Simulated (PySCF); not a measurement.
**C$_{4}$H$_{15}$NSi$_{2}$ (SMILES CC(C)(C)N[SiH2][SiH3]): density, localisation and related maps**

| atom | x (Å) | y (Å) | z (Å) |
| --- | --- | --- | --- |
| C | -1.2049 | -0.0155 | -1.7473 |
| C | -1.0693 | 0.1281 | -0.2249 |
| C | -1.8726 | 1.3451 | 0.2512 |
| C | -1.5997 | -1.1298 | 0.4552 |
| N | 0.3220 | 0.3357 | 0.1357 |
| Si | 1.5337 | -0.8476 | 0.4200 |
| Si | 3.5208 | 0.2918 | 0.5870 |
| H | -0.8274 | 0.8745 | -2.2473 |
| H | -0.6290 | -0.8721 | -2.0889 |
| H | -2.2456 | -0.1566 | -2.0287 |
| H | -1.7678 | 1.4608 | 1.3272 |
| H | -2.9266 | 1.2253 | 0.0139 |
| H | -1.5121 | 2.2530 | -0.2295 |
| H | -1.0660 | -2.0062 | 0.0995 |
| H | -1.4682 | -1.0572 | 1.5310 |
| H | -2.6574 | -1.2531 | 0.2370 |
| H | 0.6333 | 1.2383 | -0.1925 |
| H | 1.5887 | -1.8919 | -0.6286 |
| H | 1.1631 | -1.5782 | 1.6437 |
| H | 4.0683 | 0.7118 | -0.7085 |
| H | 4.5470 | -0.5526 | 1.2000 |
| H | 3.4592 | 1.5157 | 1.3925 |

Geometry: GFN2-xTB.

All numbers below come from PySCF 2.14.0, PBE0/pcSseg-1, SCF density, gas phase, non-relativistic.

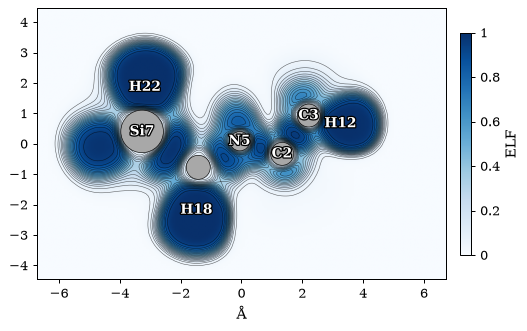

Figure 1. Electron localisation function on the plane of atoms C3, C2 and N5. Grey discs cover the atomic cores.

Interpret the plot.

Answer. The section cuts through C, N, Si and H sites. C–N (1.45 Å): the ELF peaks at about 0.95 between the atoms, as expected for localised, covalent bonding. C–C (1.53 Å): the ELF peaks at about 0.95 between the atoms, as expected for localised, covalent bonding. C–H (1.09 Å): the ELF climbs to about 1 towards the hydrogen, as it does in any bond to H: a covalent bond by its length. Si–H (1.47 Å): the ELF climbs to about 1 towards the hydrogen.

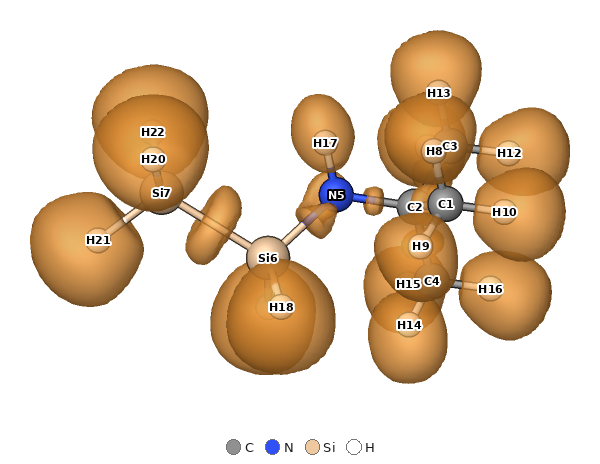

Figure 2. Isosurface of the ELF at 0.85 (orange), seen across its widest extent. Core shells and regions of very low density are left out.

What do the ELF domains correspond to?

Answer. At this value the surface marks out three regions between bonded C–C atoms (shared pairs), one region between bonded C–N atoms (shared pairs), one region between bonded Si–Si atoms (shared pairs), 15 regions around hydrogen nuclei and one region on N in which the atom's valence shell and bonds are merged.

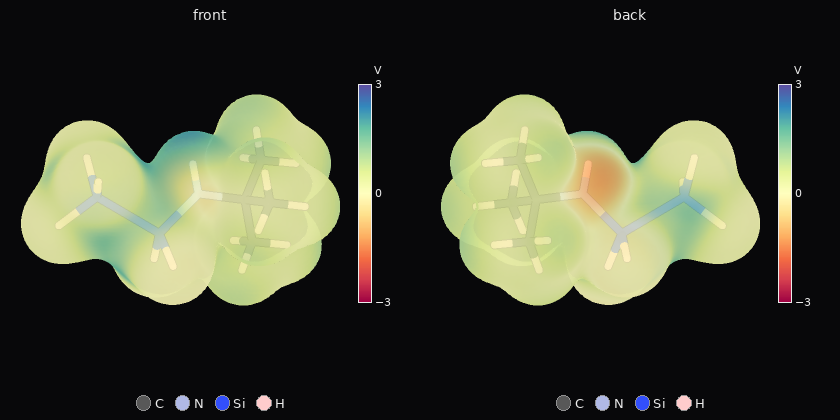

Figure 3. The electrostatic potential painted on the density surface at 0.004 e/bohr³, seen from the front and from behind; red is negative and blue positive.

Which sites attract a positive test charge, and which a negative one?

Answer. A positive charge is drawn to the negative regions and a negative charge to the positive ones. The most negative region (about −1.2 V) lies over N5, the most positive (about +2.0 V) over H17. N5 is the likeliest acceptor of a hydrogen bond.
